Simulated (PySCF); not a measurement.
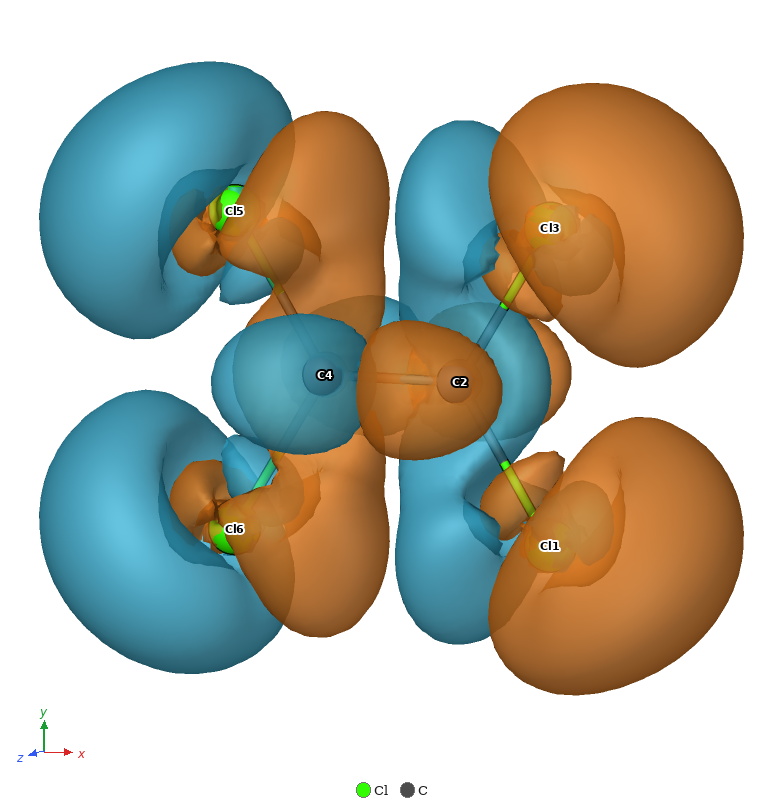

*C2Cl4, SMILES `ClC(Cl)=C(Cl)Cl`. Change of the electron density in a uniform field of 0.21 V/Å, surfaces at ±0.001 e/Å³ (light blue: gain, orange: loss).*

PySCF calculation, B3LYP/def2-SVPD, gas phase; geometry: GFN2-xTB. No frequency check shows the geometry to be a minimum. GFN2-xTB bond lengths at metals and heavier atoms can be off by up to 0.1 Å and shapes distorted, which carries into these values.

Coordinates in Å:

```
Cl1      1.5761   -1.4521    0.0000
C2       0.6693    0.0002    0.0000
Cl3      1.5763    1.4519    0.0000
C4      -0.6693   -0.0002    0.0000
Cl5     -1.5761    1.4521    0.0000
Cl6     -1.5763   -1.4519    0.0000
```

> Along which Cartesian direction does the field point?

Along +x: electrons gather on the −x side, against the field.

> How large is the response?

The induced dipole is 1.03 D (along the field); α along this axis, from the fields in both directions, is 101 bohr³ (15.0 Å³).

> Which atoms gain and lose the most charge?

Electrons gather most on Cl5 and Cl6 alike (Hirshfeld charge changes by −0.018 e) and leave Cl1 and Cl3 alike most (+0.018 e); 0.078 electrons are displaced in all.
